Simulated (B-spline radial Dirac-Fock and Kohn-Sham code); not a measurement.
The palladium atom. Level of theory: a Dirac–Hartree–Slater potential; 1 + βP₂(cos θ) + (δ + γ cos²θ) sin θ cos φ with E1 and E1–E2 terms; calculated with a B-spline radial atomic code.

Predict the main features of the following plot. Angular distribution of photoelectrons from N5 (4d5/2) in the plane of the polarisation E (up) and the photon direction k (right), relative to an isotropic one.

At 518 eV, β = 1.239, γ = −0.005 and δ = 0.013. At 2.98 keV, β = 1.064, γ = 0.761 and δ = 0.108. At 9.69 keV, β = 0.629, γ = 1.434 and δ = 0.353. At 9.69 keV the emission 45° forward of E is 4.8 times that 45° backward, and the lobe peaks 27° from E towards k.

The result:

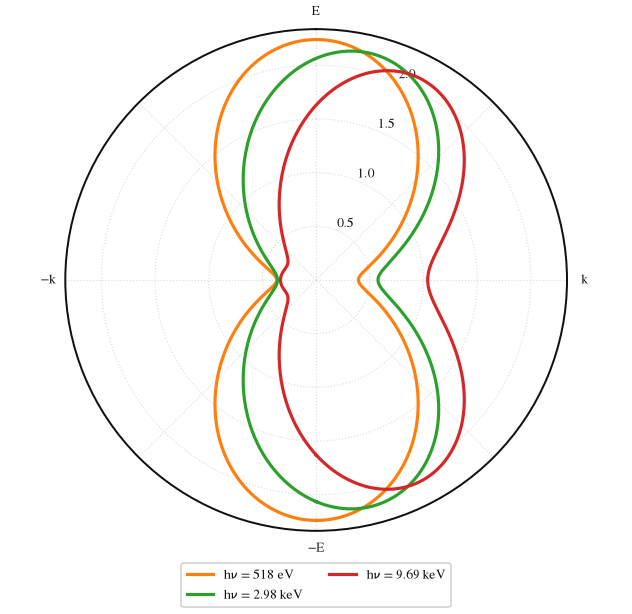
